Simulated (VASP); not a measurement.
Input:

```yaml
crystal:
  lattice:
    - [4.20032, 0.00000, 0.00000]
    - [0.00000, 4.20032, 0.00000]
    - [0.00000, 0.00000, 2.69004]
  atoms:
    - { symbol: Si, position: [0.00000, 0.00000, 0.00000] }
    - { symbol: Si, position: [0.50000, 0.50000, 0.50000] }
    - { symbol: O, position: [0.30607, 0.30607, 0.00000] }
    - { symbol: O, position: [0.80607, 0.19393, 0.50000] }
    - { symbol: O, position: [0.19393, 0.80607, 0.50000] }
    - { symbol: O, position: [0.69393, 0.69393, 0.00000] }
```

Method: TPSS meta-GGA, VASP's PBE PAW potentials (set 64) (plane waves; VASP). Numerical set-up: 520 eV cut-off, 6×6×9 Γ-centred mesh, tetrahedra with Blöchl corrections, potentials Si O.

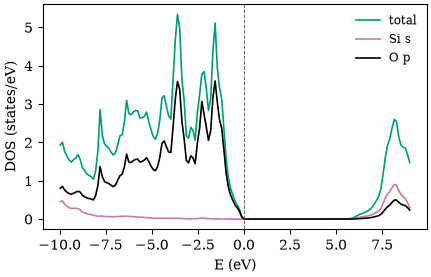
Figure. Total and projected density of states, zero at the valence-band maximum

Within 2 eV below the valence-band maximum the largest weight inside VASP's projection spheres is O p.

The gap is direct, 5.51 eV, from the valence maximum at Γ to the conduction minimum at Γ.

The compound is SiO2 in the rutile structure, stishovite, a high-pressure form. It was relaxed first.
